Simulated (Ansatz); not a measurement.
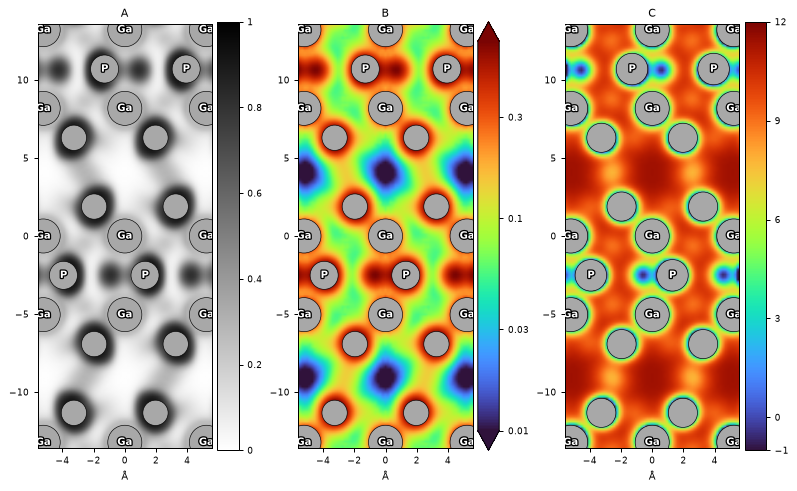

Ga2P3: 3 fields on the (100) plane of the conventional cell, with unlabelled colour scales. Grey discs cover the atomic cores.

Space group R-3c; a structure generated by program, which may or may not match a known phase.

All numbers below come from DFT PBE, scalar-relativistic, plane waves, PAW (Ansatz 0.2.0).

Q: The panels show electron localisation function, electrostatic potential energy of an electron and valence pseudo-density in some order. Assign them.

A: Panel A: electron localisation function. Panel B: valence pseudo-density. Panel C: electrostatic potential energy of an electron (low next to the atoms, rising into the space between them). From the grid: Ga–P (2.83 Å): ρ is about 0.23 e/Å³ halfway; the ELF peaks at about 0.70 in the valence shell of P, 0.8 Å from its nucleus, and drops to about 0.25 between the two atoms.
